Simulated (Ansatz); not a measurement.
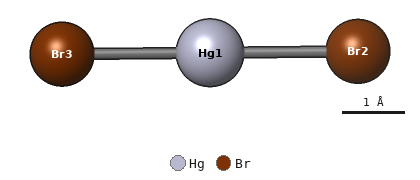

Fig. 1: The input geometry (ball-and-stick view, seen on its broad side; atoms are numbered from 1 in the order of the input). Sticks mark near contacts.

**HgBr$_{2}$: single-point calculation**

System: HgBr$_{2}$.
Method: RKS PBE0-D4/def2-QZVPP (Ansatz 0.2.0).

The geometry comes from this level: PBE-D4/def2-TZVP.

The program's output
```
Functional definition: PBE0
  name "PBE0"
  cite "Adamo & Barone, J. Chem. Phys. 110, 6158 (1999) doi:10.1063/1.478522"
  cite "Perdew, Burke & Ernzerhof, Phys. Rev. Lett. 77, 3865 (1996) doi:10.1103/PhysRevLett.77.3865"
  parent pbe
  parameter a = 0.25
  parameter kappa = 0.804
  parameter beta = 0.06672455060314922
  exchange = (1 - a)*pbe_x(kappa = kappa, mu = beta*pi^2/3) + a*exact_x
  correlation = pbe_c(beta = beta)
these checks for a lower state are left out or cut short: starts
1543 factors; their error is unknown
mean field evaluation 1: about -144257.4765 eV, gradient 2.1e2 eV
mean field evaluation 2: about -144258.0035 eV, gradient 1.7e0 eV
mean field evaluation 4: about -144258.3757 eV, gradient 3.2e-1 eV
mean field -144258.37575669 eV, -5301.3975272192 hartree, gradient 3.7e-5 eV, S^2 0.000000; 0 other end points of the search recorded, 0 dependent functions left out
reference -144258.37578486 eV, -5301.3975282545 hartree; 45, 45 occupied and 221, 221 virtual orbitals, 1543 factors
Total energy: -144258.45211066 eV, -5301.4003331758 hartree
Checks for a lower state left out: starts
```

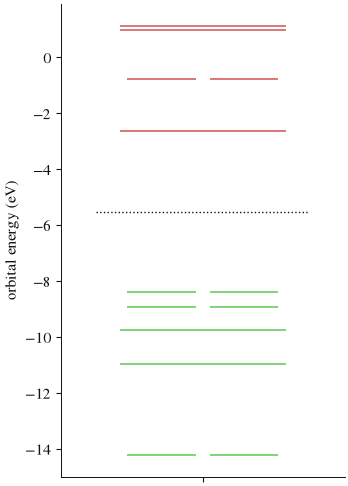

Fig. 2: Orbital energies near the frontier; the dotted line parts filled from empty levels, and levels within 0.02 eV of each other stand side by side. Highest filled −8.40 eV, lowest empty −2.63 eV, 5.77 eV apart.

This output came from the following input.

Input
```yaml
crystal:
  periodic: [false, false, false]
  atoms:
    - {symbol: Hg, position_ang: [-0.000009, -0.000006, -0.000002]}
    - {symbol: Br, position_ang: [-0.017079, -0.021383, 2.415800]}
    - {symbol: Br, position_ang: [0.017088, 0.021388, -2.415807]}
basis:
  gaussian: {orbitals: "def2-QZVPP.json", initial_orbitals: start.molden}
hamiltonian: {xc: pbe0, dispersion: d4}
scf: {omitted_lower_state_checks: [starts]}
output: {orbitals: {seedname: orbitals}}
```

Launch command:
```bash
ansatz run in.yaml --threads 2 --pin off --events-out ev --progress --plain --max-ram 4352MiB
```

Key numbers

| quantity | value |
| --- | --- |
| outcome | converged |
| total energy | −144258.4521 eV |
| mean-field energy | −144258.3758 eV |
| dispersion energy | −0.0763 eV |
| SCF solution under orbital rotations | stable |
| HOMO | −8.40 eV |
| LUMO | −2.63 eV |
| hardware | 2 threads of Arm Neoverse V2, 204 GiB of memory available, shared host |
| wall time | 9.5 s (CPU time 18 s) |
| peak memory | 0.92 GiB |
